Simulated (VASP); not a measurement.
# A VASP study of BiAsP2 (SCAN): structure first, properties next, part 3 of 3

What structure does BiAsP2 take at this level, and what are its properties? The cell is invented: it takes the structure of a Materials Project entry for AsP (space group 160 there), with some of its atoms replaced by other elements, volume scaled by an estimate. It may not be a known or stable phase.

VASP 6.6.1; SCAN; plane waves and PAW (Bi_d, As, P); invented cell.

So far. Step 3 (Relaxing cell and atoms (SCAN)): It ends with a largest force of 0.008 eV/Å and a pressure of -0.01 GPa. Step 4 (Density, ELF and potential (SCAN)): In this run the pressure is -0.01 GPa, small enough to go on.

## Step 5: Bands along the symmetry lines (SCAN)

Levels along the symmetry lines show where the bands peak and cross; KPOINTS_OPT computes them in the converged potential.

Contents of INCAR:

```
SYSTEM = BiAsP2
PREC = Accurate
ENCUT = 400
EDIFF = 1E-06
NELM = 100
ISMEAR = 0
SIGMA = 0.05
LREAL = .FALSE.
ALGO = Normal
METAGGA = SCAN
LASPH = .TRUE.
NBANDS = 29
LORBIT = 11
LWAVE = .FALSE.
LCHARG = .FALSE.
KPAR = 2
```

Contents of POSCAR:

```
BiAsP2
1.0
    3.7644573498     -1.9300774390      0.0152129743
    3.7644573498      1.9300774390      0.0152129743
   -2.0692443336      0.0000000000      6.3105029920
Bi As P
1 1 2
Direct
    0.8549401531      0.8549401531      0.6161950314
    0.3249651231      0.3249651231      0.1154669446
    0.1535998076      0.1535998076      0.3628545033
    0.6664949162      0.6664949162      0.9054835209
```

Contents of KPOINTS:

```
Automatic mesh
0
Gamma
7 7 4
0 0 0
```

Contents of KPOINTS_OPT:

```
Line mode
16
Line-mode
Reciprocal
  0.00000000   0.00000000   0.00000000 GAMMA
  0.50000000   0.50000000  -1.00000000 Y

  0.50000000   0.50000000  -1.00000000 Y
  0.38180031   0.38180031  -1.16438186 F

  0.38180031   0.38180031  -1.16438186 F
  0.50000000   0.50000000  -0.50000000 L

  0.50000000   0.50000000  -0.50000000 L
  0.70273426   0.29726574  -0.50000000 I

  0.29726574  -0.29726574   0.50000000 I1
  0.00000000   0.00000000   0.50000000 Z

  0.00000000   0.00000000   0.50000000 Z
  0.61819969   0.61819969   0.16438186 F1

  0.50000000   0.50000000  -1.00000000 Y
  0.63476087   0.36523913  -1.00000000 X1

  0.36523913  -0.36523913   0.00000000 X
  0.00000000   0.00000000   0.00000000 GAMMA

  0.00000000   0.00000000   0.00000000 GAMMA
  0.50000000   0.00000000  -0.50000000 N

  0.50000000   0.00000000   0.00000000 M
  0.00000000   0.00000000   0.00000000 GAMMA
```

PAW data sets: Bi_d, As and P (PBE family, release 64).

The run is started by

```console
mpirun -np 2 vasp_std
```

Log:

```text
[... set-up lines as in an earlier step ...]
 entering main loop
       N       E                     dE             d eps       ncg     rms          rms(c)
DAV:   1     0.114655714709E+03    0.11466E+03   -0.11806E+04  3493   0.871E+02
DAV:   2    -0.104161291073E+03   -0.21882E+03   -0.20349E+03  3678   0.253E+02
DAV:   3    -0.124450119867E+03   -0.20289E+02   -0.19808E+02  4396   0.838E+01
DAV:   4    -0.125024843406E+03   -0.57472E+00   -0.57285E+00  4195   0.151E+01
DAV:   5    -0.125042317351E+03   -0.17474E-01   -0.17471E-01  4771   0.274E+00    0.585E+00
DAV:   6    -0.118847657557E+03    0.61947E+01   -0.16336E+00  4344   0.128E+01    0.361E+00
DAV:   7    -0.118847331228E+03    0.32633E-03   -0.21835E-01  4000   0.318E+00    0.173E+00
DAV:   8    -0.118858581581E+03   -0.11250E-01   -0.34922E-02  4017   0.129E+00    0.292E-01
DAV:   9    -0.118857698055E+03    0.88353E-03   -0.43068E-03  4177   0.386E-01    0.150E-01
DAV:  10    -0.118857745867E+03   -0.47812E-04   -0.62409E-04  4265   0.160E-01    0.593E-02
DAV:  11    -0.118857687424E+03    0.58443E-04   -0.96763E-05  4207   0.651E-02    0.279E-02
DAV:  12    -0.118857664140E+03    0.23283E-04   -0.51490E-05  4197   0.482E-02    0.126E-02
DAV:  13    -0.118857662833E+03    0.13074E-05   -0.44690E-06  4438   0.140E-02    0.632E-03
DAV:  14    -0.118857657842E+03    0.49903E-05   -0.12170E-06  3025   0.694E-03    0.175E-03
DAV:  15    -0.118857658159E+03   -0.31618E-06   -0.20037E-07  2435   0.311E-03
   1 F= -.11885766E+03 E0= -.11885743E+03  d E =-.459836E-03
 Start KPOINTS_OPT (optional k-point list driver)
k-point batch [1-60\160]
       N       E                     dE             ncg
DAV:   1     0.421333616717E+04   -0.34677E+05     3511
DAV:   2    -0.896440192306E+04   -0.13178E+05     3705
DAV:   3    -0.102184353096E+05   -0.12540E+04     4440
DAV:   4    -0.102536109282E+05   -0.35176E+02     4244
DAV:   5    -0.102547023289E+05   -0.10914E+01     5125
DAV:   6    -0.102547327719E+05   -0.30443E-01     4554
DAV:   7    -0.102547337184E+05   -0.94644E-03     5360
DAV:   8    -0.102547337271E+05   -0.87205E-05     3696
DAV:   9    -0.102547337275E+05   -0.42533E-06     3158
[...]
k-point batch [121-160\160]
       N       E                     dE             ncg
DAV:   1     0.191531303765E+05   -0.12487E+05     2344
DAV:   2     0.104390954336E+05   -0.87140E+04     2406
DAV:   3     0.959816673539E+04   -0.84093E+03     2832
DAV:   4     0.957331547246E+04   -0.24851E+02     2814
DAV:   5     0.957259193980E+04   -0.72353E+00     3156
DAV:   6     0.957256759197E+04   -0.24348E-01     3116
DAV:   7     0.957256705494E+04   -0.53703E-03     3235
DAV:   8     0.957256704534E+04   -0.96041E-05     2514
DAV:   9     0.957256704469E+04   -0.65150E-06     1871
```

It took 9.4 min on 2 MPI ranks of AMD EPYC 7R43, shared host; peak memory 0.54 GiB.

Parts of OUTCAR (step 5):

```text
   k-points           NKPTS =     60   k-points in BZ     NKDIM =     60   number of bands    NBANDS=     29

   NELECT =      30.0000    total number of electrons

 E-fermi :   6.5168

  Total       -0.0123424     -0.0149621      0.0135277      0.0000000      0.0000000     -0.0044497
  in kB       -0.2153595     -0.2610708      0.2360420      0.0000000      0.0000000     -0.0776411
  external PRESSURE =      -0.0801294 kB  Pullay stress =       0.0000000 kB

 POSITION                                       TOTAL-FORCE (eV/Angst)
 -----------------------------------------------------------------------------------
      5.16171      0.00000      3.91451        -0.008709      0.000000      0.001230
      2.20771      0.00000      0.73854         0.002235      0.000000     -0.001148
      0.40561      0.00000      2.29447         0.001007      0.000000     -0.006506
      3.14432      0.00000      5.73434         0.005468      0.000000      0.006424
 -----------------------------------------------------------------------------------
    total drift:                               -0.010238      0.000000     -0.001258

  FREE ENERGIE OF THE ION-ELECTRON SYSTEM (eV)
  ---------------------------------------------------
  free  energy   TOTEN  =      -118.8576581587 eV

  energy  without entropy=     -118.8571983225  energy(sigma->0) =     -118.85742824

[... 14 parts as in an earlier step ...]

[... 3 further parts left out ...]
```

Spin-orbit coupling is off here; with elements this heavy it splits and shifts levels by tenths of an eV or more. The path was typed for another setting of this lattice: F, F1, X, X1 and Y lie outside the first zone, so these labels don't mark the standard points and true extrema may be missed.

This step gave:

- bands: 29
- pressure: -0.008013 GPa

Electronic bands along the path, in eV, zero at the Fermi level; # counts the bands kept:

```
     point     #5     #6     #7     #8     #9   #10   #11   #12
         Γ  -2.44  -1.98  -1.68  -0.59  -0.30  0.60  1.40  2.15
         Y  -4.19  -1.88  -1.61  -0.65   0.77  0.79  1.78  2.11
         F  -3.21  -2.69  -2.13  -0.35   0.90  1.83  1.99  2.82
         L  -4.02  -2.77  -2.32  -1.88   2.15  3.14  3.27  3.60
         I  -4.15  -3.46  -2.29  -2.01   1.57  1.94  2.88  3.72
jump to I1  -4.15  -3.46  -2.29  -2.01   1.57  1.94  2.88  3.72
         Z  -2.43  -1.78  -1.68  -1.21   0.77  1.59  1.89  2.10
        F1  -3.21  -2.69  -2.13  -0.35   0.90  1.83  1.99  2.82
 jump to Y  -4.19  -1.88  -1.61  -0.65   0.77  0.79  1.78  2.11
        X1  -3.79  -3.52  -3.24  -0.56   1.07  2.99  3.25  3.44
 jump to X  -3.79  -3.52  -3.24  -0.56   1.07  2.99  3.25  3.44
         Γ  -2.44  -1.98  -1.68  -0.59  -0.30  0.60  1.40  2.15
         N  -4.20  -2.80  -2.63  -0.49  -0.08  0.53  1.45  1.93
 jump to M  -4.06  -3.43  -3.03  -2.60   2.60  2.87  2.98  3.69
         Γ  -2.44  -1.98  -1.68  -0.59  -0.30  0.60  1.40  2.15
```

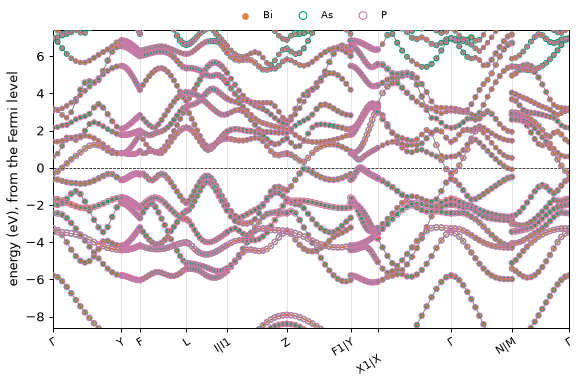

Electronic bands along the path; dots are coloured as in the legend, and their area grows with the weight.

There is no gap at this level.

## Step 6: Total and projected DOS (SCAN)

A density of states needs more k-points than a total energy; ISMEAR = -5 takes tetrahedra, and LORBIT projects the states on the PAW spheres. The mesh is finer than in the run before.

Edit INCAR of step 5 so:

```diff
@@ -5,3 +5,3 @@
 NELM = 100
-ISMEAR = 0
+ISMEAR = -5
 SIGMA = 0.05
@@ -16 +16,2 @@
 KPAR = 2
+NEDOS = 2001
```

POSCAR is that of step 5.

Contents of KPOINTS:

```
Automatic mesh
0
Gamma
10 10 5
0 0 0
```

The run is started by

```console
mpirun -np 2 vasp_std
```

Log:

```text
[... set-up lines as in an earlier step ...]
 entering main loop
       N       E                     dE             d eps       ncg     rms          rms(c)
DAV:   1     0.114211793027E+03    0.11421E+03   -0.11795E+04  8183   0.872E+02
DAV:   2    -0.104352418770E+03   -0.21856E+03   -0.20366E+03  8560   0.254E+02
DAV:   3    -0.124450256052E+03   -0.20098E+02   -0.19629E+02 10209   0.834E+01
DAV:   4    -0.125014846673E+03   -0.56459E+00   -0.56253E+00  9950   0.151E+01
DAV:   5    -0.125032060113E+03   -0.17213E-01   -0.17208E-01 11173   0.273E+00    0.586E+00
DAV:   6    -0.118836670105E+03    0.61954E+01   -0.16370E+00 10217   0.128E+01    0.362E+00
DAV:   7    -0.118836463313E+03    0.20679E-03   -0.22004E-01  9378   0.318E+00    0.174E+00
DAV:   8    -0.118847628616E+03   -0.11165E-01   -0.35158E-02  9472   0.130E+00    0.296E-01
DAV:   9    -0.118846620139E+03    0.10085E-02   -0.43518E-03  9817   0.386E-01    0.152E-01
DAV:  10    -0.118846659453E+03   -0.39314E-04   -0.62225E-04  9900   0.160E-01    0.595E-02
DAV:  11    -0.118846596468E+03    0.62985E-04   -0.98414E-05  9895   0.654E-02    0.282E-02
DAV:  12    -0.118846567136E+03    0.29332E-04   -0.52033E-05  9867   0.483E-02    0.128E-02
DAV:  13    -0.118846566899E+03    0.23643E-06   -0.44742E-06 10373   0.139E-02
   1 F= -.11884657E+03 E0= -.11884657E+03  d E =0.000000E+00
 -----------------------------------------------------------------------------
|                                                                             |
|           W    W    AA    RRRRR   N    N  II  N    N   GGGG   !!!           |
|           W    W   A  A   R    R  NN   N  II  NN   N  G    G  !!!           |
|           W    W  A    A  R    R  N N  N  II  N N  N  G       !!!           |
|           W WW W  AAAAAA  RRRRR   N  N N  II  N  N N  G  GGG   !            |
|           WW  WW  A    A  R   R   N   NN  II  N   NN  G    G                |
|           W    W  A    A  R    R  N    N  II  N    N   GGGG   !!!           |
|                                                                             |
|     Tetrahedron method does not include variations of the Fermi             |
|     occupations, so forces and stress will be inaccurate. We suggest        |
|     using a different smearing scheme ISMEAR = 1 or 2 for metals in         |
|     relaxations.                                                            |
|                                                                             |
 -----------------------------------------------------------------------------
```

It took 8.7 min on 2 MPI ranks; peak memory 0.67 GiB.

Parts of OUTCAR (step 6):

```text
   k-points           NKPTS =    141   k-points in BZ     NKDIM =    141   number of bands    NBANDS=     29

   NELECT =      30.0000    total number of electrons

 E-fermi :   6.4809

 k-point     1 :       0.0000    0.0000    0.0000
  band No.  band energies     occupation
    ...
     12       4.0798      2.00000
     13       4.5409      2.00000
     14       4.8440      2.00000
     15       5.9255      2.00000
     16       6.2167      0.74339
     17       7.1196      0.00000
     18       7.9146      0.00000
     19       8.6693      0.00000
     20       9.5880      0.00000
     21       9.7121      0.00000
    ...

  Total        0.0248424     -0.0613232      0.1458730      0.0000000      0.0000000      0.0159811
  in kB        0.4334688     -1.0700130      2.5453019      0.0000000      0.0000000      0.2788510
  external PRESSURE =       0.6362526 kB  Pullay stress =       0.0000000 kB

 POSITION                                       TOTAL-FORCE (eV/Angst)
 -----------------------------------------------------------------------------------
      5.16171      0.00000      3.91451        -0.011675      0.000000     -0.012067
      2.20771      0.00000      0.73854         0.018680      0.000000      0.024472
      0.40561      0.00000      2.29447         0.004031      0.000000     -0.003103
      3.14432      0.00000      5.73434        -0.011036      0.000000     -0.009302
 -----------------------------------------------------------------------------------
    total drift:                               -0.010611      0.000000     -0.001726

  FREE ENERGIE OF THE ION-ELECTRON SYSTEM (eV)
  ---------------------------------------------------
  free  energy   TOTEN  =      -118.8465668991 eV

  energy  without entropy=     -118.8465668991  energy(sigma->0) =     -118.84656690

[... 6 parts as in an earlier step ...]

[... 10 further parts left out ...]
```

With tetrahedra the forces and stress of a metal are not exact derivatives of the energy.

Numbers from this step:

| Item | Value |
| --- | --- |
| SCF cycles | 13 |
| irreducible k-points | 141 |
| free energy (TOTEN) | -118.8466 eV |
| Fermi energy | 6.481 eV |
| pressure | 0.06363 GPa |
| DOS at the Fermi level | 0.09713 states/eV/cell |

The density of states has structure finer than the step of the table below, so its rows give means over 1 eV, whole bins alone (the curve runs from -12.0 to 5.69 eV). Peaks (eV: height): total -4.2: 2.90, 1.3: 3.28, 2.0: 3.50, 3.0: 3.01; P p -4.2: 0.58, -2.1: 0.698, 2.0: 0.595, 3.0: 0.560; Bi p 1.3: 0.410, 2.0: 0.405, 2.3: 0.395, 3.0: 0.430; As p -4.2: 0.397, 1.3: 0.345, 2.0: 0.394, 3.0: 0.284; P s -10.7: 0.75, -9.6: 0.583, 1.3: 0.147.

States under -12.0 eV and over 5.7 eV are left out. The density of states by energy, zero at the Fermi level; means over each step; values in states/eV/cell:

```
energy (eV)  total      P p     Bi p     As p     P s     Bi s    As s
        -11  0.808   0.0121   0.0143   0.0245   0.287    0.110  0.0338
        -10   1.51   0.0301   0.0288   0.0369   0.484    0.212   0.133
         -9   1.03   0.0267   0.0189   0.0242   0.303    0.108   0.157
         -8  0.434   0.0136  0.00824   0.0103   0.128   0.0469  0.0776
         -7  0.179  0.00571  0.00292  0.00421  0.0560   0.0233  0.0323
         -6   1.07    0.172   0.0942    0.110  0.0246   0.0116  0.0131
         -5   1.84    0.334    0.155    0.216  0.0252   0.0161  0.0101
         -4   2.53    0.512    0.191    0.332  0.0339   0.0206  0.0149
         -3   2.49    0.543    0.299    0.200  0.0465   0.0215  0.0300
         -2   2.48    0.590    0.304    0.179  0.0529   0.0376  0.0395
         -1   1.34    0.320    0.112    0.118  0.0401   0.0404  0.0360
          0  0.352   0.0811   0.0202   0.0263  0.0153   0.0129  0.0143
          1   2.24    0.298    0.265    0.250   0.112   0.0363  0.0361
          2   3.01    0.503    0.366    0.323  0.0818   0.0376  0.0313
          3   2.51    0.471    0.358    0.231  0.0400   0.0148  0.0240
          4   2.19    0.446    0.269    0.235  0.0294  0.00790  0.0151
          5   1.44    0.321    0.161    0.154  0.0164  0.00463  0.0129
```

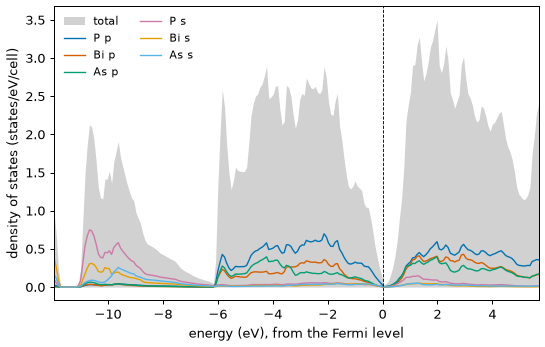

Density of states, plotted against energy.

The finer mesh and the other smearing move the Fermi level by -0.04 eV from the 7×7×4 run, a small shift, which tests the Fermi level alone. Of the states within 0.3 eV of the Fermi level, the largest shares in the PAW spheres are P p 25 % and As p 7 %. The rest lies in smaller channels or between the spheres.

## Step 7: Zone-centre phonons (SCAN)

Zone-centre modes test whether the atoms sit at a minimum within this cell. IBRION = 6 takes the force constants from differences of forces between displaced cells, so the forces must be tight.

Contents of INCAR:

```
SYSTEM = BiAsP2
PREC = Accurate
ENCUT = 400
EDIFF = 1E-08
NELM = 100
ISMEAR = 1
SIGMA = 0.2
LREAL = .FALSE.
ALGO = Normal
METAGGA = SCAN
LASPH = .TRUE.
NBANDS = 21
LORBIT = 11
LWAVE = .FALSE.
LCHARG = .FALSE.
KPAR = 2
IBRION = 6
NFREE = 2
POTIM = 0.015
ISIF = 2
NSW = 1
```

POSCAR is that of step 6.

Contents of KPOINTS:

```
Automatic mesh
0
Gamma
11 11 6
0 0 0
```

The run is started by

```console
mpirun -np 2 vasp_std
```

Log:

```text
[... set-up lines as in an earlier step ...]
 entering main loop
       N       E                     dE             d eps       ncg     rms          rms(c)
DAV:   1     0.111475653538E+03    0.11148E+03   -0.12578E+04  8568   0.120E+03
DAV:   2    -0.105205916879E+03   -0.21668E+03   -0.20738E+03  9228   0.318E+02
DAV:   3    -0.124412001802E+03   -0.19206E+02   -0.18553E+02 11059   0.101E+02
DAV:   4    -0.125011242893E+03   -0.59924E+00   -0.59533E+00 10445   0.196E+01
[...]
DAV:  19    -0.118846312075E+03    0.11967E-07   -0.12887E-09  4934   0.356E-04    0.272E-05
DAV:  20    -0.118846312042E+03    0.33353E-07   -0.56934E-10  4854   0.225E-04    0.134E-05
DAV:  21    -0.118846312035E+03    0.68608E-08   -0.18470E-10  4814   0.130E-04
   1 F= -.11884631E+03 E0= -.11884661E+03  d E =0.905527E-03
 Found    12 degrees of freedom:
 Finite differences POTIM= 0.01500 DOF=  12
[...]
N       E                     dE             d eps       ncg     rms          rms(c)
DAV:   1    -0.118848345806E+03   -0.20338E-02   -0.17314E+00 10244   0.698E+00    0.994E-02
DAV:   2    -0.118845704095E+03    0.26417E-02   -0.67135E-02  9794   0.249E+00    0.629E-02
DAV:   3    -0.118845239039E+03    0.46506E-03   -0.40450E-03  9688   0.517E-01    0.319E-02
DAV:   4    -0.118845252213E+03   -0.13174E-04   -0.16703E-04 10465   0.103E-01    0.226E-02
[...]
DAV:  13    -0.118845234644E+03    0.47176E-07   -0.81320E-10  4779   0.291E-04    0.225E-05
DAV:  14    -0.118845234594E+03    0.49786E-07   -0.62680E-10  4694   0.182E-04    0.114E-05
DAV:  15    -0.118845234600E+03   -0.62996E-08   -0.15589E-10  4649   0.117E-04
   2 F= -.11884523E+03 E0= -.11884553E+03  d E =0.892421E-03
 Finite differences progress:
  Degree of freedom:   1/ 12
  Displacement:        1/  2
  Total:               1/ 24
[...]
N       E                     dE             d eps       ncg     rms          rms(c)
DAV:   1    -0.118888069653E+03   -0.42835E-01   -0.69367E+00 10388   0.142E+01    0.266E-01
 hard stop encountered!  aborting job ...
 -----------------------------------------------------------------------------
|                                                                             |
|           W    W    AA    RRRRR   N    N  II  N    N   GGGG   !!!           |
|           W    W   A  A   R    R  NN   N  II  NN   N  G    G  !!!           |
|           W    W  A    A  R    R  N N  N  II  N N  N  G       !!!           |
|           W WW W  AAAAAA  RRRRR   N  N N  II  N  N N  G  GGG   !            |
|           WW  WW  A    A  R   R   N   NN  II  N   NN  G    G                |
|           W    W  A    A  R    R  N    N  II  N    N   GGGG   !!!           |
|                                                                             |
|     The electronic self-consistency was not achieved in the given           |
|     number of steps (NELM). The forces and other quantities evaluated       |
|     might not be reliable so examine the results carefully. If you find     |
|     spurious results, we suggest increasing NELM, if you were close to      |
|     convergence or switching to a different ALGO or adjusting the           |
|     density mixing parameters otherwise.                                    |
|                                                                             |
 -----------------------------------------------------------------------------

 soft stop encountered!  aborting job ...
```

Elapsed: 29 min, on 2 MPI ranks.

The run was stopped at its time limit, by a STOPCAR file.

More ranks or a longer limit would be the way on.

## Step 8: Results

| Quantity | Value |
| --- | --- |
| relaxed volume | 22.96 Å³/atom |
| relaxed conventional cell a, b, c | 7.529, 3.860, 6.641 Å; angles 90.0, 107.9, 90.0° |
| space group after relaxing, within 0.02 Å | Cm (No. 8) |
| band gap | none, a metal |
| DOS at the Fermi level | 0.0971 states/eV/cell |

**Reading.** With SCAN, BiAsP2 relaxes to 22.96 Å³/atom in space group Cm (held by the symmetry of the run) and comes out as a metal. Not obtained: zone-centre phonons (SCAN), because the run hit its time limit. Bands along the symmetry lines (SCAN): Of the bands kept, 1 crosses the Fermi level on this path. Spin-orbit coupling is left out, and with elements this heavy it would split and shift bands near the Fermi level. The k-sampling is coarse for a metal, so the Fermi level, pressures and the shape of the cell carry errors. No search among competing phases was made. All values are for a static lattice at zero temperature.

[Lines on the potential files, build, host, timing and source positions are cut from VASP's logs without a mark.]

[Logs are printed without paths, hosts, clocks, repeated set-up lines and the standing remarks that a program may print on its own settings, such as how far it seeks lower states.]

[Hosts, paths, dates, database ids (printed as entryN), source tags and the programs' standing remarks are cut or masked in the printed files.]

[A measured line is paired with the nearest computed mode of its activity, which favours agreement.]
